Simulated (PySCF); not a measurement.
Molecule: C₃H₅F, SMILES C(=C/F)/C. Atoms near the plane z = 1.2 Å, at the B3LYP/def2-SVP optimised geometry (x, y, z in Å): C1 (1.1, 0.6, 0.0), C2 (0.3, -0.6, 0.0), C3 (-1.1, -0.6, 0.0), F4 (-1.8, 0.6, 0.0), H6 (0.5, 1.6, 0.0), H7 (1.8, 0.7, 0.9), H8 (0.7, -1.6, 0.0), H9 (-1.7, -1.5, 0.0).

Computed with B3LYP/def2-TZVP in PySCF. The values are rescaled to run from 0 to 1.

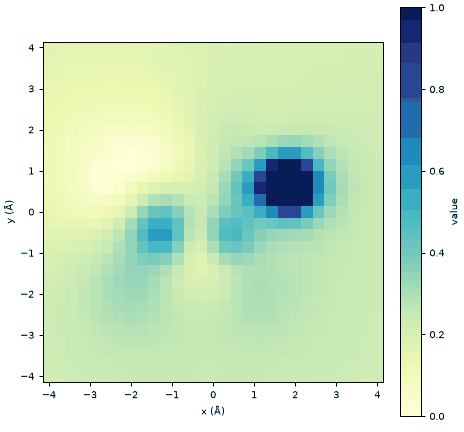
*a field on the plane z = 1.2 Å.*

Q: Which quantity is mapped?
A) log10 of the electron density
B) Laplacian of the electron density
C) electron localisation function
D) electrostatic potential

A: D, electrostatic potential. In full: electrostatic potential (hartree/e), clipped to [-0.08, 0.12].
